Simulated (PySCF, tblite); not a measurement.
# C5H11PSSi: geometry, infrared bands and NMR shifts

What infrared bands and NMR shifts should C5H11PSSi (`C[P@]1(=S)CC=C([SiH3])C1`) show?

The runs use tblite 0.8.0 and PySCF 2.14.0, with density-fitted response routines of our own; the level of theory stands in each step. All values are computed, except where a source is named. Atoms are numbered from 0 throughout.

## Step 1: The molecule as given

19 atoms, charge 0, multiplicity 1; geometry from: force field or distance geometry start.

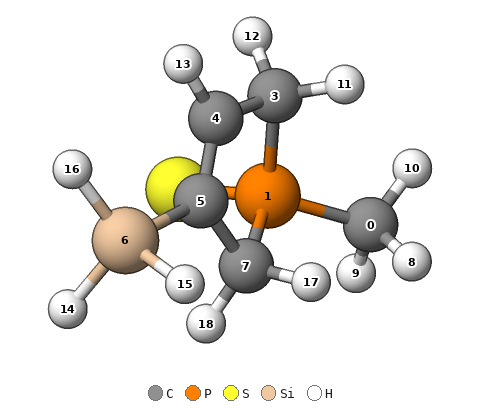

As it starts; carbon grey, phosphorus orange, sulfur yellow, silicon light orange, hydrogen white, atoms numbered.

## Step 2: Geometry optimisation with GFN2-xTB

The job: settings as JSON, then the geometry in Å.

```
{"job": {"kind": "relax", "xc": "GFN2-xTB", "basis": "xTB"}, "charge": 0, "multiplicity": 1}
C     -2.795600     0.613900     0.159000
P     -1.296800     0.089000    -0.656800
S     -1.326600     0.089200    -2.346800
C     -0.683600    -1.506300    -0.057900
C      0.763800    -1.289400    -0.104400
C      1.194000    -0.083700    -0.079800
Si     3.025500     0.358800    -0.151300
C      0.181600     0.982800     0.018100
H     -2.501100     1.093400     1.138300
H     -3.256700     1.422200    -0.453700
H     -3.496100    -0.189900     0.431000
H     -1.017300    -1.706000     0.996300
H     -1.023200    -2.337700    -0.717000
H      1.465800    -2.170500    -0.191100
H      3.153200     1.439100    -1.142000
H      3.349100     0.917600     1.185400
H      3.851400    -0.769400    -0.526100
H      0.003000     1.186700     1.087900
H      0.399800     1.869400    -0.581400
```

On the command line:

```
> OMP_NUM_THREADS=1 python probes_run.py task.json out
```

The driver reads the jobs from task.json and runs them one after another.

**Question.** This job is followed by: GFN2-xTB harmonic vibrations, gas phase; GIAO PBE0/pcSseg-1 NMR shielding, non-relativistic, gas phase. What will the session give for the following? strongest single infrared mode (GFN2-xTB); zero-point energy (GFN2-xTB); 13C shifts against TMS (PBE0/pcSseg-1); 1H shifts against TMS (PBE0/pcSseg-1, means over atoms taken as alike); 31P shifts against H3PO4 (PBE0/pcSseg-1); 33S shifts against CS2 (PBE0/pcSseg-1); 29Si shifts against TMS (PBE0/pcSseg-1).

The runs gave:

| quantity | value |
| --- | --- |
| strongest single infrared mode (GFN2-xTB) | 2286 cm⁻¹, 311 km/mol |
| zero-point energy (GFN2-xTB) | 87.2 kcal/mol |
| 13C shifts against TMS (PBE0/pcSseg-1) | 148.8, 142.0, 47.7, 47.0, 22.7 ppm |
| 1H shifts against TMS (PBE0/pcSseg-1, means over atoms taken as alike) | 6.43, 4.13, 2.79, 2.72, 2.56, 2.46, 1.51 ppm |
| 31P shifts against H3PO4 (PBE0/pcSseg-1) | 51.5 ppm |
| 33S shifts against CS2 (PBE0/pcSseg-1) | -222 ppm |
| 29Si shifts against TMS (PBE0/pcSseg-1) | -74.8 ppm |

Relaxing lowered the energy by 2.241 eV in 222 steps; the close pair that moved most is P1–S2, from 1.690 to 1.938 Å. All 51 modes are real, so the xTB geometry is a minimum. The strongest single mode, at 2286 cm⁻¹, moves mainly H16. Unscaled tight-binding wavenumbers are off by several per cent, some by more. Its intensities can rank the bands wrongly. The most deshielded hydrogen is H13 (hydrogen on an alkene CH), at 6.43 ppm: a vinylic proton, deshielded by the sp2 carbon and the C=C anisotropy. At PBE0/pcSseg-1: The largest span, 287 ppm, is at P1, where the paramagnetic term is -695 ppm.
